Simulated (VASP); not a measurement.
Band structure of PbI$_{2}$ (1T layered). Level of theory: revPBE GGA, VASP's PBE PAW potentials (set 64) (plane waves; VASP).

Without a dispersion term in the relaxation, distances and binding between the weakly bound layers, chains or molecules are unreliable, and so is what depends on them. Unless said otherwise, spin-orbit coupling is left out, though it shifts the bands of the heavy elements here.

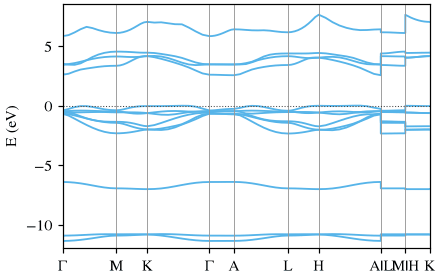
*Bands along high-symmetry lines, zero at the valence-band maximum or, without a gap, the Fermi level*

Problem. Read the plot: is there a gap, and where are the band edges?

Solution. The gap is indirect, 2.56 eV, from the valence maximum at H-A at 0.67 to the conduction minimum at A. (Edges off the drawn lines would not show.)

Measured: gap 2.40 eV (computed value off by +0.16 eV), as given by Wikipedia, List of semiconductor materials.

The compound is PbI2 in the 1T layered structure. It was relaxed first, which changed the volume by +42 %.
